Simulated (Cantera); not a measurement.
Input: 1 mol N2O, 0.11 mol O2, 6.8 mol H2, at 0.00270 bar.

Equilibrium computed with Cantera from the NASA thermochemical tables; the gas is ideal and each condensed phase is pure. Candidate condensed phases: H2O; 24 gas species. The numbers say what is thermodynamically allowed, not how fast it happens.

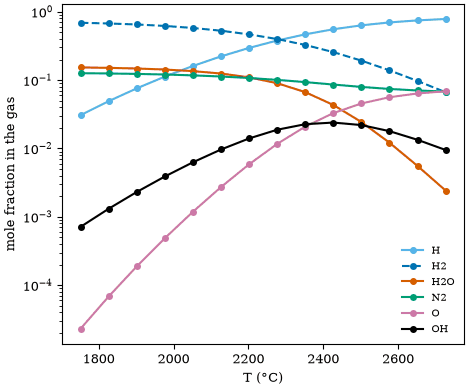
Figure: Equilibrium gas composition (values under 1e-9 drawn at 1e-9)

Problem. Read off the mole fractions at 2577 °C.

Solution. H about 0.70, H2 about 0.14, N2 about 0.074, O about 0.056, OH about 0.018, H2O about 0.012.
